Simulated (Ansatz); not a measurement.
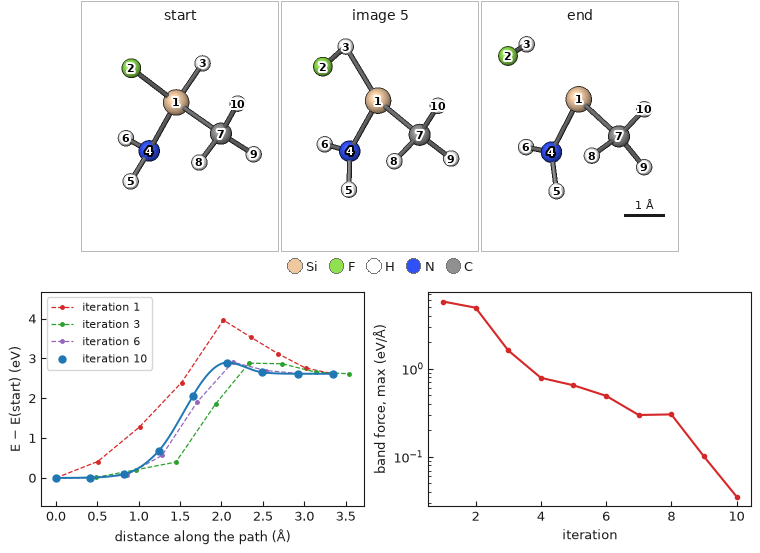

A nudged-elastic-band calculation for CH6FNSi. Images are numbered from 0 (start) to 8 (end). The plot follows the band through its iterations. Style: ball-and-stick. Shown from a free direction.

These are results of Ansatz 0.2.0, RKS PBE-D4/cc-pVDZ, not measurements. Settings: 7 movable images; climbing image; force threshold 0.05 eV/Å; iteration limit 60; spring constant 20.0 eV/Å²; starting path through a guess of the saddle point.

How did the profile develop, and is the result final?

Answer. The run is converged, with reservations. The band converged in 10 iterations. The largest component of the band force went from 5.8 to 0.035 eV/Å. The climbing image converged on the top of the path. Its curvatures weren't checked. The first iteration put the highest image at 3.96 eV. The highest point, image 5, lies 2.90 eV above the start and 0.28 eV above the end; the end is at +2.62 eV relative to the start.
